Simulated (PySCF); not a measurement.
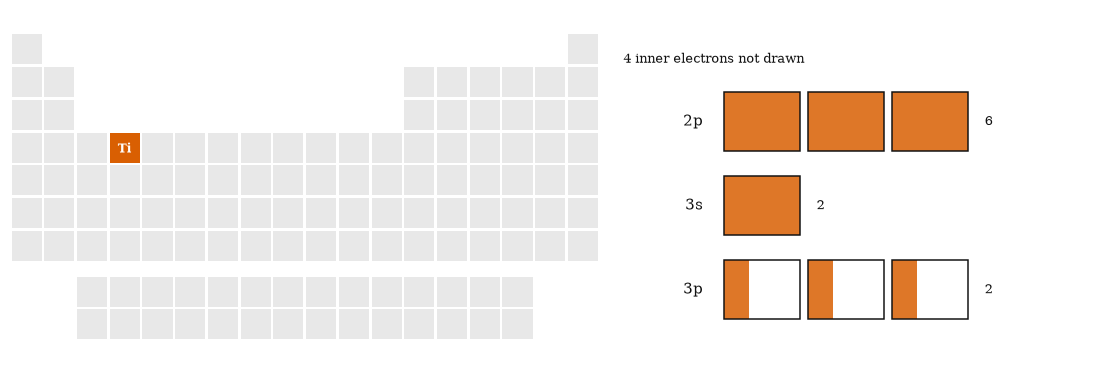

Fig. 1: Left, the place of titanium in the periodic table; right, the outer shells of the nominal configuration: a box for each of the 2l + 1 orbitals, shaded by the share of the shell that is filled, with the electron count at the right.

## Ti⁸⁺: atomic calculation

System: Ti⁸⁺, configuration 1s2 2s2 2p6 3s2 3p2, multiplicity 3.
Method: unrestricted PBE0, even-tempered 19s12p5d5f, spin-free X2C-1e, Gaussian nucleus (PySCF).

## Results in brief

```tsv
quantity	value
outcome	converged
total energy	−830.721456 hartree
⟨S²⟩	2.002
⟨L²⟩	2.01
SCF iterations	5
hardware	1 CPU thread, shared host
CPU time	2.1 s (integrals apart)
```

## Input file
```python
from pyscf import gto, scf, dft, mp, cc
mol = gto.M(atom="Ti 0 0 0", charge=8, spin=2, symmetry="D2h",
            basis=gto.etbs([(0, 19, 0.32, 2.5), (1, 12, 0.42, 2.5), (2, 5, 2.8, 2.7), (3, 5, 4.2, 2.7)]),
            nucmod="G")
mf = dft.UKS(mol, xc="PBE0").sfx2c1e()
mf.irrep_nelec = {'Ag': (3, 3), 'B1u': (2, 1), 'B2u': (2, 1), 'B3u': (1, 1)}
mf.kernel()
```

The script is an equivalent of what the driver set up; the driver started from orbitals of its own, so the log can be shorter than this script's would be, and it computed the properties (radii, ⟨L²⟩, response) afterwards. It held the occupations shell by shell, which the script's counts by irreducible representation don't always enforce.

## Log (extracts)
```
damping factor = 0
level_shift factor = 0
DIIS = <class 'pyscf.scf.diis.CDIIS'>
diis_start_cycle = 1
diis_space = 10
diis_damp = 0
SCF conv_tol = 1e-09
SCF conv_tol_grad = None
number electrons alpha = 8  beta = 6
XC functionals = PBE0
    C. Adamo and V. Barone.,  J. Chem. Phys. 110, 6158 (1999)
    M. Ernzerhof and G. E. Scuseria.,  J. Chem. Phys. 110, 5029 (1999)
cycle= 1 E= -830.721387212857  delta_E= -0.0075  |g|= 0.0186  |ddm|= 0.0651
cycle= 2 E= -830.721454297795  delta_E= -6.71e-05  |g|= 0.00286  |ddm|= 0.00698
cycle= 3 E= -830.721456275705  delta_E= -1.98e-06  |g|= 0.00047  |ddm|= 0.00128
cycle= 4 E= -830.721456299648  delta_E= -2.39e-08  |g|= 3.86e-05  |ddm|= 0.000139
cycle= 5 E= -830.721456299756  delta_E= -1.08e-10  |g|= 5.26e-07  |ddm|= 9.69e-06
converged SCF energy = -830.721456299756  <S^2> = 2.0016776  2S+1 = 3.0011182
```

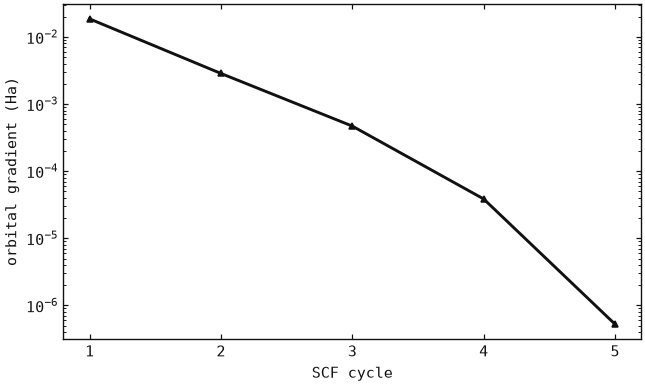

Fig. 2: Convergence: orbital gradient against the SCF cycle. The residual falls at every step. It goes from 0.019 to 5.3×10⁻⁷ in 5 steps.

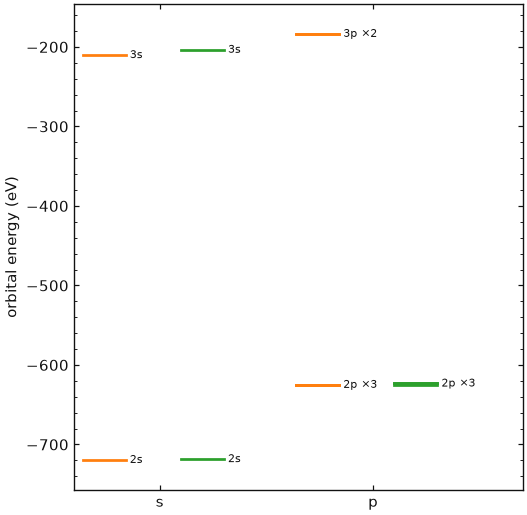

Fig. 3: Orbital energies of the mean field, from the top down to −719.5 eV, by angular momentum, α spin at the left of each column and β at the right; ×n counts the orbitals under one label. The highest filled orbital is 3p α at −183.7 eV, the lowest empty one p α at −177.4 eV.
